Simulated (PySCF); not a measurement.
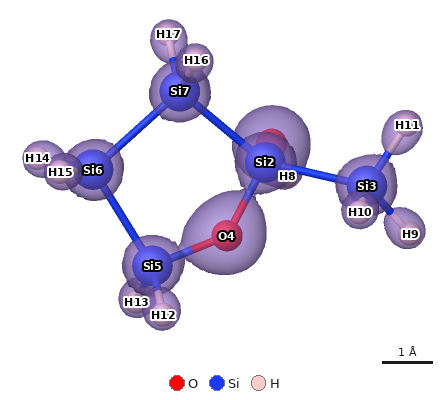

Figure 1: H$_{10}$O$_{2}$Si$_{5}$. Isosurface of the total electron density at 0.8 e/Å³ (purple), seen across its widest extent.

Geometry: GFN2-xTB.

Level of theory: CAM-B3LYP/def2-SVPD, SCF density, gas phase in PySCF 2.14.0.

The calculation's input:

```
{"job": {"kind": "uv", "xc": "CAM-B3LYP", "basis": "def2-SVPD", "nstates": 8, "ntriplets": 3}, "charge": 0, "multiplicity": 1}
O      1.088925    -0.189877    -2.092090
Si     0.896940     0.082012    -0.486296
Si     2.861818    -0.154237     0.698639
O     -0.007432    -1.182697     0.098124
Si    -1.558573    -1.523770     0.479070
Si    -2.571337     0.538456     0.146600
Si    -0.686180     1.793901    -0.475705
H      1.343129    -1.043265    -2.435269
H      3.642443    -1.375413     0.439622
H      2.634362    -0.123582     2.147836
H      3.771591     0.958122     0.394744
H     -1.465507    -2.043973     1.845922
H     -1.923287    -2.626590    -0.417337
H     -3.639704     0.488335    -0.867925
H     -3.267618     1.040016     1.344199
H     -0.327874     2.838377     0.504633
H     -0.798696     2.536216    -1.740879
```

Launched as:

```sh
OMP_NUM_THREADS=1 python probes_run.py task.json out
```

### How is the density connected at this value?

At this value the surface falls into 13 separate pieces. It bridges the sampled Si–O (1.63 Å) and O–H (0.95 Å) contacts, where the density stays above the isovalue. It is pinched off along the sampled Si–Si (2.31 Å) and Si–Si (2.35 Å) contacts. On the grid the lowest density along these lines, outside the cores, is 0.94 e/Å³ (Si–O, 1.63 Å), 0.68 e/Å³ (Si–Si, 2.31 Å), 2.4 e/Å³ (O–H, 0.95 Å) and 0.62 e/Å³ (Si–Si, 2.35 Å).
